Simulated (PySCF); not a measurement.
# One shape, several levels: CH6FGaSi (SMILES C[SiH](F)[GaH2])

We compute a comparison of 6 runs (HF/STO-3G, HF/def2-SVP, SVWN5/6-31G, TPSS/6-31G*, SVWN5/def2-TZVP, wB97X/def2-TZVP) of CH6FGaSi. Input form: a Python script.

Program for the calculation: PySCF 2.14.0.

**1. The structure to begin with**

The species is CH6FGaSi (10 atoms), meant as a singlet with charge 0. SMILES: `C[SiH](F)[GaH2]`. The shape comes from GFN2-xTB, which is rough for such elements, and wasn't checked as a minimum.

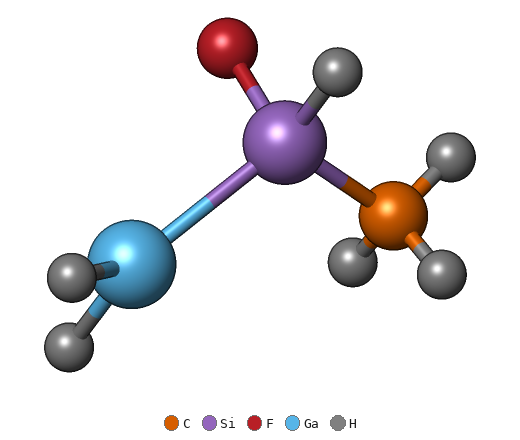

Viewed from a chosen angle; carbon orange, silicon purple, fluorine red, gallium blue, hydrogen grey.

**2. Energy and gradient at HF/STO-3G (run 1)**

input.py reads:

```python
# C[SiH](F)[GaH2]
from pyscf import gto, scf

mol = gto.M(
    atom=[
    ('C', (-0.821090, -0.336780, -1.353870)),
    ('Si', (-0.095650, -0.733290, 0.365890)),
    ('F', (1.169460, -1.733570, 0.103880)),
    ('Ga', (0.933520, 1.205620, 1.360570)),
    ('H', (-1.050040, -1.236380, -1.919000)),
    ('H', (-1.734770, 0.246810, -1.265200)),
    ('H', (-0.110030, 0.249290, -1.935260)),
    ('H', (-0.992350, -1.609140, 1.138970)),
    ('H', (0.795680, 1.689900, 2.898490)),
    ('H', (1.905270, 2.257550, 0.605530)),
],
    verbose=4,
    max_memory=1860,
    charge=0,
    basis='sto-3g',
    spin=0,
)

mf = scf.RHF(mol)
mf.conv_tol = 1e-10
mf.kernel()
if not mf.converged:
    mf = mf.newton().run(mf.mo_coeff, mf.mo_occ)

e_tot = mf.e_tot
print('E(%s) = %.9f' % ('HF', e_tot))
grad = mf.nuc_grad_method().kernel()
mf.analyze()
```

Run with:

```console
$ OMP_NUM_THREADS=1 python input.py
```

The log of the run:

```text
PySCF version 2.14.0

[... 83 lines left out ...]
SCF not converged.
[... 42 lines left out ...]
converged SCF energy = -2325.41742288535
[... 21 lines left out ...]
MO #1   energy= -374.538928563735  occ= 2
[... 6 lines left out ...]
MO #8   energy= -10.9931336711601  occ= 2
[... 6 lines left out ...]
MO #15  energy= -3.86972794143367  occ= 2
[... 6 lines left out ...]
MO #22  energy= -0.507357633643641 occ= 2
[... 6 lines left out ...]
MO #29  energy= -0.279380936652315 occ= 2
[... 6 lines left out ...]
MO #36  energy= 0.446791723979945  occ= 0
[... 6 lines left out ...]
MO #43  energy= 0.761895543729954  occ= 0
[... 56 lines left out ...]
Dipole moment(X, Y, Z, Debye): -1.12712,  0.57483,  0.13723
```

Wall time 4.8 s (1 thread of Intel Xeon at 2.70GHz, shared host); peak memory 0.12 GiB.

**3. Energy and forces at HF/def2-SVP (run 2)**

input.py reads:

```python
from pyscf import gto, scf

molecule = gto.M(
    atom='''
C     -1.551635    -0.636422    -2.558444
Si    -0.180752    -1.385717     0.691432
F      2.209959    -3.275973     0.196305
Ga     1.764097     2.278292     2.571105
H     -1.984288    -2.336420    -3.626384
H     -3.278240     0.466403    -2.390881
H     -0.207927     0.471090    -3.657111
H     -1.875270    -3.040834     2.152341
H      1.503617     3.193448     5.477352
H      3.600438     4.266151     1.144286
''',
    verbose=3,
    basis='def2-svp',
    unit='bohr',
    max_memory=1860,
)

mf = scf.RHF(molecule)
mf.conv_tol = 1e-10
mf.kernel()
if not mf.converged:
    mf = mf.newton().run(mf.mo_coeff, mf.mo_occ)

e_final = mf.e_tot
print('Final energy', e_final)
grad = mf.nuc_grad_method().kernel()
dip = mf.dip_moment()
pop, q = mf.mulliken_pop()
```

Run with:

```console
$ OMP_NUM_THREADS=1 python input.py
```

The log of the run:

```text
converged SCF energy = -2352.57491190128
Final energy -2352.574911901282
[... 8 lines left out ...]
Dipole moment(X, Y, Z, Debye): -1.82525,  0.84128, -0.42855
[... 119 lines left out ...]
charge of    9H =     -0.17682
```

Run time: 20 s. Hardware: 1 thread of Intel Xeon at 2.70GHz, shared host; peak memory 0.25 GiB.

Runs 3 to 4 aren't shown in full; the table further down has their settings and results.

**4. Energy and gradient at SVWN5/def2-TZVP (run 5)**

start.xyz reads:

```xyz
10
CH6FGaSi
C     -0.821090    -0.336780    -1.353870
Si    -0.095650    -0.733290     0.365890
F      1.169460    -1.733570     0.103880
Ga     0.933520     1.205620     1.360570
H     -1.050040    -1.236380    -1.919000
H     -1.734770     0.246810    -1.265200
H     -0.110030     0.249290    -1.935260
H     -0.992350    -1.609140     1.138970
H      0.795680     1.689900     2.898490
H      1.905270     2.257550     0.605530
```

run.py reads:

```python
from pyscf import gto, dft

system = gto.M(
    atom='start.xyz',
    basis='def2-tzvp',
    max_memory=1860,
    charge=0,
    verbose=4,
    spin=0,
)

mf = dft.RKS(system)
mf.xc = 'svwn'
mf.conv_tol = 1e-10
mf.grids.level = 5
mf.kernel()
if not mf.converged:
    mf = mf.newton().run(mf.mo_coeff, mf.mo_occ)

e_tot = mf.e_tot
print('Final energy', e_tot)
grad = mf.nuc_grad_method().kernel()
dip = mf.dip_moment()
pop, q = mf.mulliken_pop()
```

Run with:

```console
$ OMP_NUM_THREADS=1 python run.py
```

The log of the run:

```text
PySCF version 2.14.0

[... 84 lines left out ...]
converged SCF energy = -2350.80632347188
Final energy -2350.806323471875
[... 12 lines left out ...]
Dipole moment(X, Y, Z, Debye): -1.57110,  0.62267, -0.66447
[... 194 lines left out ...]
charge of    9H =     -0.04132
```

Run time: 1.7 min. Hardware: 1 thread of Intel Xeon at 2.70GHz, shared host; peak memory 1.8 GiB.

**5. Energy and forces at wB97X/def2-TZVP (run 6)**

calc.py reads:

```python
from pyscf import gto, dft

mol = gto.Mole()
mol.atom = '''
C       -0.821090      -0.336780      -1.353870
Si      -0.095650      -0.733290       0.365890
F        1.169460      -1.733570       0.103880
Ga       0.933520       1.205620       1.360570
H       -1.050040      -1.236380      -1.919000
H       -1.734770       0.246810      -1.265200
H       -0.110030       0.249290      -1.935260
H       -0.992350      -1.609140       1.138970
H        0.795680       1.689900       2.898490
H        1.905270       2.257550       0.605530
'''
mol.basis = 'def2-tzvp'
mol.max_memory = 1860
mol.verbose = 4
mol.build()

mf = dft.RKS(mol)
mf.xc = 'wb97x'
mf.grids.level = 5
mf.conv_tol = 1e-10
mf.kernel()
if not mf.converged:
    mf = mf.newton().run(mf.mo_coeff, mf.mo_occ)

e_final = mf.e_tot
print(f'total energy: {e_final:.8f} hartree')
grad = mf.nuc_grad_method().kernel()
dip = mf.dip_moment()
pop, q = mf.mulliken_pop()
```

Run with:

```console
$ OMP_NUM_THREADS=1 python calc.py
```

The log of the run:

```text
PySCF version 2.14.0

[... 81 lines left out ...]
converged SCF energy = -2356.03371879068
total energy: -2356.03371879 hartree
[... 12 lines left out ...]
Dipole moment(X, Y, Z, Debye): -1.65480,  0.59532, -0.59811
[... 194 lines left out ...]
charge of    9H =     -0.08576
```

Wall time 6.5 min (1 thread of Intel Xeon at 2.70GHz, shared host); peak memory 2.6 GiB.

**6. All runs side by side**

```
run                              level  integration grid   energy (Eh)  dipole moment (D)  HOMO energy (eV)  LUMO energy (eV)  wall time
  1                          HF/STO-3G                 –  -2325.417423               1.27             -6.41              4.20      4.8 s
  2                        HF/def2-SVP                 –  -2352.574912               2.05            -10.39              0.54       20 s
  3                        SVWN5/6-31G                 5  -2350.266803               2.36             -6.57             -3.27       25 s
  4  TPSS/6-31G* (spherical functions)                 5  -2355.675110               1.80             -6.57             -2.86       70 s
  5                    SVWN5/def2-TZVP                 5  -2350.806323               1.82             -6.65             -3.38    1.7 min
  6                    wB97X/def2-TZVP                 5  -2356.033719               1.86             -9.94             -0.43    6.5 min
```

**7. Results**

| quantity | value |
| --- | --- |
| run 6: total energy | -2356.03372 Eh |
| run 6: dipole moment | 1.86 D |
| run 6: HOMO energy | -9.94 eV |
| run 6: LUMO energy | -0.43 eV |
| run 6: HOMO–LUMO gap | 9.51 eV |
| run 6: largest force on an atom | 1.373 eV/Å |

What this shows: The dipole moment (its size) runs from 1.27 D (HF/STO-3G) to 2.36 D (SVWN5/6-31G). The two ends differ in method and basis. The HOMO–LUMO gap runs from 3.27 eV (SVWN5/def2-TZVP) to 10.93 eV (HF/def2-SVP). Totals of different functionals can't be ranked against each other. In run 1 the basis is minimal, so the values are rough. All runs together took 10 min, the longest 6.5 min.
